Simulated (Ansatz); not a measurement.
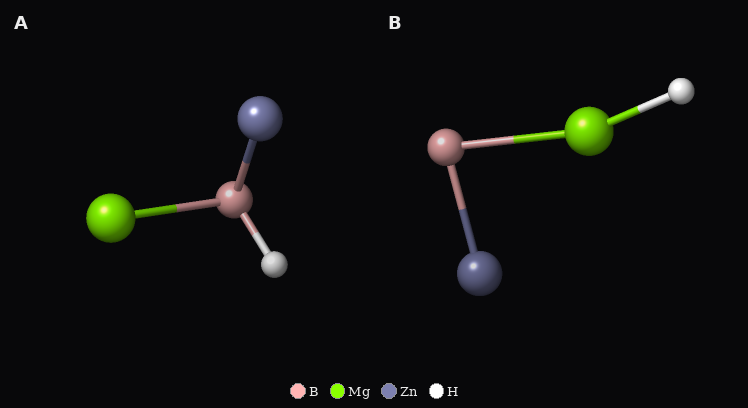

2 stationary structures of one formula. Geometries: PBE-D4/def2-SVP. Electronic energies: PBE-D4/def2-SVP (Ansatz 0.2.0), without zero-point energy. No frequency run is at hand to confirm each as a minimum.

**Rank them by energy, lowest first.**

A is lowest (C1); B lies 36.9 kcal/mol above it (Cs).
